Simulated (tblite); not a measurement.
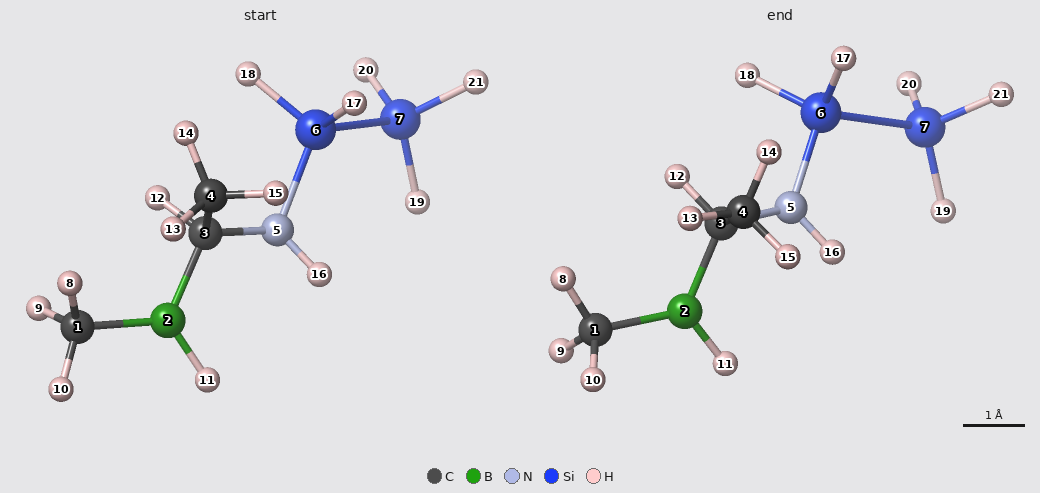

The structure of C₃H₁₄BNSi₂ before (left) and after (right) a relaxation, at one scale.

A ball-and-stick model, seen from a free direction.

All numbers below come from GFN2-xTB geometry optimisation, gas phase in tblite 0.8.0. 

### Describe what moved and what it gained.

The energy falls by 73.6 kJ/mol in 147 geometry steps. H14 moves most after the best rigid fit: 1.24 Å. Largest moves by element: H 1.24 Å, C 0.48 Å, Si 0.44 Å, N 0.41 Å, B 0.19 Å. Among the contacts that change: Si6–Si7 2.221 → 2.295 Å, N5–Si6 1.776 → 1.714 Å, C3–C4 1.503 → 1.546 Å, C1–H8 1.129 → 1.087 Å. Among the angles between lasting bonds that change: C3–N5–Si6 111.6° → 123.9°, B2–C3–H12 103.9° → 111.6°, B2–C1–H8 107.0° → 114.6°. Groups turn about C1–B2 by about 45°, C3–C4 by about 40°. The run took 2 s on 1 thread of Arm Neoverse N1, on a shared host.
